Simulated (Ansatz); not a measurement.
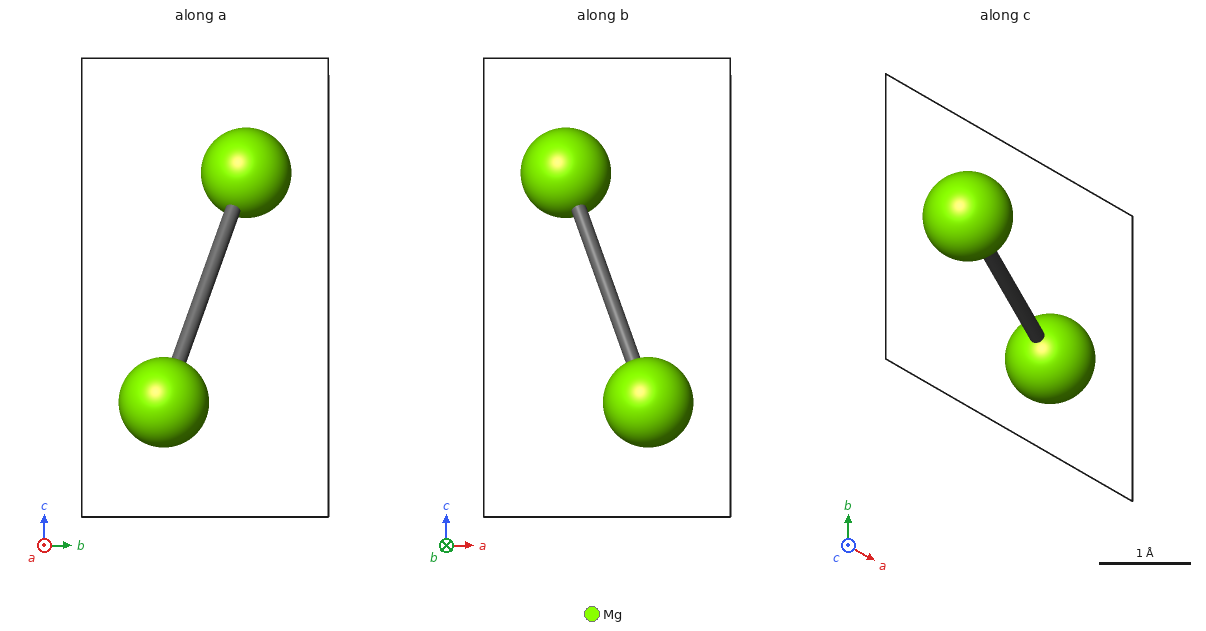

Crystal structure, ball-and-stick style, seen along the a axis, along the b axis and along the c axis. Lines trace the edges of the conventional unit cell.

Lattice parameters: a = 3.140 Å, b = 3.140 Å, c = 5.054 Å, α = 90.00°, β = 90.00°, γ = 120.00°. Put a along x and b in the xy plane.

Question: Express the structure as a POSCAR file.

Answer:
```
Mg
1.0
     3.140    0.000    0.000
    -1.570    2.719    0.000
     0.000    0.000    5.054
Mg
2
Direct
  0.3333 0.6667 0.7500
  0.6667 0.3333 0.2500
```

Source of the structure: the standard structure of this element. Earlier steps of the study may have refined or changed the cell and positions. It was the input of a calculation with Ansatz.
